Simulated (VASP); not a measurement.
Consider the following.

```
CELL_PARAMETERS angstrom
      0.00000     1.93587     1.93587
      1.93587     0.00000     1.93587
      1.93587     1.93587     0.00000
ATOMIC_POSITIONS crystal
  Pd 0.00000 0.00000 0.00000
```

Level of theory: PBEsol GGA, VASP's PBE PAW potentials (set 64) (plane waves; VASP 6.6.1). Settings: 400 eV cut-off, 18×18×18 Γ-centred mesh, tetrahedra with Blöchl corrections, potentials Pd.

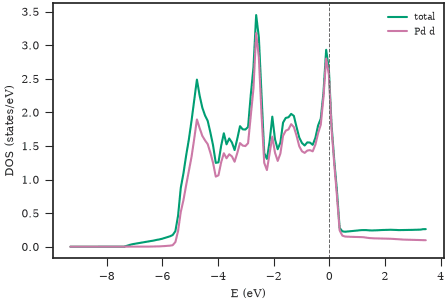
Figure. Total and projected density of states, zero at the Fermi level

Within 2 eV below the Fermi level the largest weight inside VASP's projection spheres is Pd d.

It has no gap at this level: it comes out as a metal or semimetal.

The compound is Pd in the fcc structure. It was relaxed first.
